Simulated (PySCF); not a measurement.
**BH3O (BH2(OH)): a first try and a second**

Wanted: a single-point energy of BH3O (BH2(OH)), QCISD(T)/def2-SVP.

Program for the calculation: PySCF 2.14.0.

10 further runs of the same task are left out: 10 set aside as unsound or not needed.

## 1. The structure to begin with

BH3O has 5 atoms, charge 0, and is taken as a singlet. As SMILES, `[H]B([H])O`. The shape is that of a GFN2-xTB optimisation.

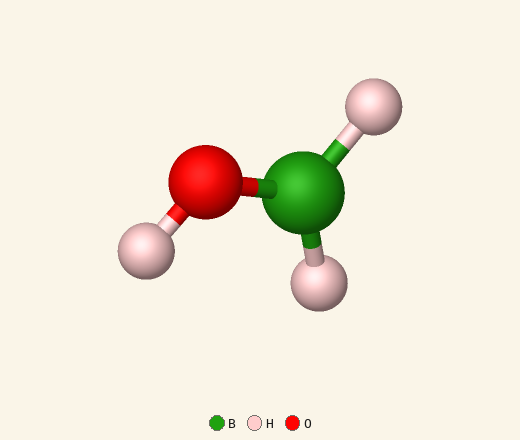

Viewed from a chosen angle; boron green, hydrogen pink, oxygen red.

## 2. First attempt

Input file job.py:

```python
from pyscf import gto, cc

mol = gto.M(
    atom='''
B
H 1 1.171681
H 1 1.181775 2 121.43273
O 1 1.325368 2 115.78988 3 179.79379
H 4 0.958372 1 117.87764 2 -179.78919
''',
    charge=0,
    basis='def2-svp',
    spin=0,
    max_memory=1860,
    verbose=3,
)

myscf = mol.RHF()
myscf.conv_tol = 0.1
myscf.kernel()

mycc = cc.QCISD(myscf, frozen=2)
mycc.kernel()
e_t = mycc.qcisd_t()
e_tot = mycc.e_tot + e_t
print('E = %.10f Eh' % e_tot)
```

Started as:

```
$ OMP_NUM_THREADS=1 python job.py
```

What it wrote:

```text
converged SCF energy = -101.244665227503
E(QCISD) = -101.5519472234366  E_corr = -0.3072819959337467
QCISD(T) correction = -0.00408332852098157
E = -101.5560305520 Eh
```

Wall time 1.6 s (1 thread of Arm Neoverse V1, shared host); peak memory 0.14 GiB.

## 3. Diagnosis

It ran to the end. The result can't be trusted all the same.

What is wrong: the convergence setting is far too loose. To mend it: convergence threshold at its default in place of 0.1.

## 4. Try two

Input file input.py:

```python
from pyscf import gto, scf, cc

mol = gto.Mole()
mol.atom = '''
B
H 1 1.171681
H 1 1.181775 2 121.43273
O 1 1.325368 2 115.78988 3 179.79379
H 4 0.958372 1 117.87764 2 -179.78919
'''
mol.spin = 0
mol.max_memory = 1860
mol.charge = 0
mol.basis = 'def2-svp'
mol.verbose = 3
mol.build()

mf = scf.RHF(mol)
mf.kernel()

mycc = cc.QCISD(mf, frozen=2)
mycc.kernel()
e_t = mycc.qcisd_t()
e_final = mycc.e_tot + e_t
print('Final energy', e_final)
```

Started as:

```
$ OMP_NUM_THREADS=1 python input.py
```

What it wrote:

```text
converged SCF energy = -101.248840089469
E(QCISD) = -101.5487220796744  E_corr = -0.2998819902052822
QCISD(T) correction = -0.00572468412032431
Final energy -101.55444676379469
```

Wall time 1.6 s (1 thread of Arm Neoverse V1, shared host); peak memory 0.13 GiB.

## 5. Results

Level: QCISD(T)/def2-SVP.

| quantity | value |
| --- | --- |
| total energy | -101.55445 Eh |
| dipole moment (Hartree–Fock density) | 1.75 D |
| HOMO energy (Hartree–Fock orbitals) | -12.46 eV |
| LUMO energy (Hartree–Fock orbitals) | 3.61 eV |
| HOMO–LUMO gap (Hartree–Fock orbitals) | 16.08 eV |
| correlation energy (2 core orbitals frozen) | -305.6 mEh |
| (T) correction | -5.72 mEh |
| T1 diagnostic | 0.016 |

**Reading.** The first attempt's energy was -0.043 eV off this one. Mulliken charges of the mean-field density run from -0.24 on O4 to +0.30 on B1. The triples make up 1.9 % of the correlation energy.
